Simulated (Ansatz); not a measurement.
Process, species as SMILES: [SiH4] (SiH4) → [SiH3-] + H+
B3LYP-D3(BJ)/def2-TZVP geometries, fixed; electronic energies without zero-point terms.
Largest species:
```
Si
H 1 1.4803
H 1 1.4803 2 109.47
H 1 1.4803 2 109.47 3 -120.00
H 1 1.4803 2 109.47 4 -120.00
```

Basis-set convergence of the deprotonation energy at PBE with Ansatz (an electronic-structure program). Cartesian d functions, on some or all atoms, in 6-31+G*, 6-311+G**; all else is spherical. The program fits the integrals of some runs and decomposes those of others, by size. No added dispersion term, no relativity. Functions are those of the species that has most. Reference: the value in aug-pcseg-3, 373.47 kcal/mol, itself unsure by roughly 0.39 kcal/mol (its mean distance from aug-cc-pV(Q+d)Z, def2-QZVPPD). Deviations are taken from unrounded values.

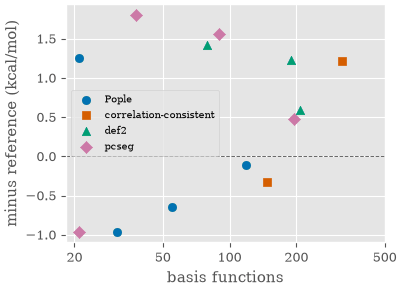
Fig. 1. Deviation from the reference against the number of basis functions, by family of sets.

```tsv
basis	functions	deprotonation energy (kcal/mol)	minus reference (kcal/mol)
6-31G	21	374.72	1.25
pcseg-0	21	372.51	-0.96
6-31+G*	31	372.51	-0.96
pcseg-1	38	375.28	1.80
6-311+G**	55	372.83	-0.64
def2-TZVPD	79	374.90	1.42
pcseg-2	90	375.03	1.55
6-311++G(3df,3pd)	119	373.36	-0.11
aug-cc-pV(T+d)Z	147	373.15	-0.32
def2-QZVPP	190	374.70	1.22
pcseg-3	196	373.95	0.48
def2-QZVPPD	208	374.06	0.59
cc-pV(5+d)Z	320	374.69	1.21
```
